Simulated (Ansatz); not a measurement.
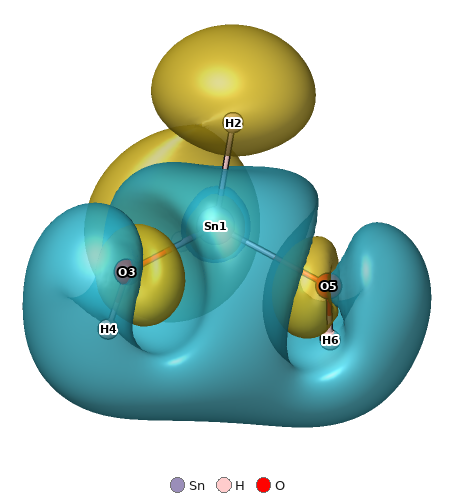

*H$_{4}$O$_{2}$Sn. One frontier orbital at ±0.05 Å⁻³ᐟ² (yellow and cyan are the two phases), seen at a tilt.*

Core potentials replace the inner electrons of Sn.

Method: RKS PBE/def2-SVP in Ansatz.

Input

```
crystal:
  periodic: [false, false, false]
  atoms:
    - { symbol: Sn, position_ang: [-0.033888, -0.166372, 0.438004] }
    - { symbol: H, position_ang: [0.401873, 0.041611, 2.087395] }
    - { symbol: O, position_ang: [1.936059, -0.24834, 0.460035] }
    - { symbol: H, position_ang: [2.434338, -0.319715, -0.379561] }
    - { symbol: O, position_ang: [-0.674509, 1.509191, -0.478343] }
    - { symbol: H, position_ang: [-1.245197, 1.282592, -1.238205] }
    - { symbol: H, position_ang: [-0.902376, -1.502867, -0.251325] }
basis:
  gaussian: { orbitals: def2-SVP }
hamiltonian:
  xc: pbe
relax:
  f_tol: 0.03
  max_steps: 50
output:
  orbitals: {}
```

Launched as:

```sh
ansatz run input.yaml --threads 1 --pin off --max-ram 2048MiB --backend cpu --events-out ev --progress --plain --runs-dir out
```

The fields are those of the run's last geometry, not of the input's.

Which orbital is it: HOMO or LUMO?

Answer. The LUMO, at −1.39 eV. Its weight (Hirshfeld) is mainly on Sn1 (about 40 %), O5 (about 15 %), O3 (about 15 %), H7 (about 15 %) and H2 (about 10 %).
